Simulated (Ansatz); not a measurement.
The structure below was relaxed with plane-wave PAW DFT at the PBEsol level (Ansatz, a quantum-chemistry and plane-wave program, 420 eV), scalar-relativistic without spin-orbit coupling, at pressure 7 GPa.

```yaml
crystal:
  lattice:
    - [-2.74971, 2.74971, 5.49698]
    - [2.74971, -2.74971, 5.49698]
    - [2.74971, 2.74971, -5.49698]
  atoms:
    - { symbol: Cu, position: [0.00000, 0.00000, 0.00000] }
    - { symbol: Cu, position: [0.75000, 0.25000, 0.50000] }
    - { symbol: Zn, position: [0.25000, 0.75000, 0.50000] }
    - { symbol: Sn, position: [0.50000, 0.50000, 0.00000] }
    - { symbol: Se, position: [0.64057, 0.63104, 0.53425] }
    - { symbol: Se, position: [0.09679, 0.10631, 0.46575] }
    - { symbol: Se, position: [0.36896, 0.90321, 0.00952] }
    - { symbol: Se, position: [0.89369, 0.35943, 0.99048] }
```

Question: Find the space group and the Wyckoff positions.

Answer: Space group I-4 (No. 82); a = b = 5.499 Å, c = 10.994 Å, α = β = γ = 90.00°

```json
[
 {"atom": "Cu", "site": "2a", "symmetry": "-4..", "x": "0.0000", "y": "0.0000", "z": "0.0000"},
 {"atom": "Cu", "site": "2c", "symmetry": "-4..", "x": "0.0000", "y": "0.5000", "z": "0.2500"},
 {"atom": "Zn", "site": "2d", "symmetry": "-4..", "x": "0.5000", "y": "0.0000", "z": "0.2500"},
 {"atom": "Sn", "site": "2b", "symmetry": "-4..", "x": "0.0000", "y": "0.0000", "z": "0.5000"},
 {"atom": "Se", "site": "8g", "symmetry": "1", "x": "0.2624", "y": "0.2719", "z": "0.3687"}
]
```

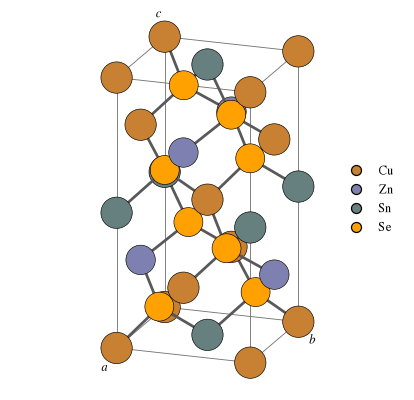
Figure. The conventional cell

Load acts through the strain it causes; cell and atoms are relaxed under it. No phonon test of stability was made. No other phases were tried under pressure. All final runs are without spin polarisation. The cell was made from ZnCu2SnSe4 (space group I-4, No. 82) by this change: pressure 7 GPa.
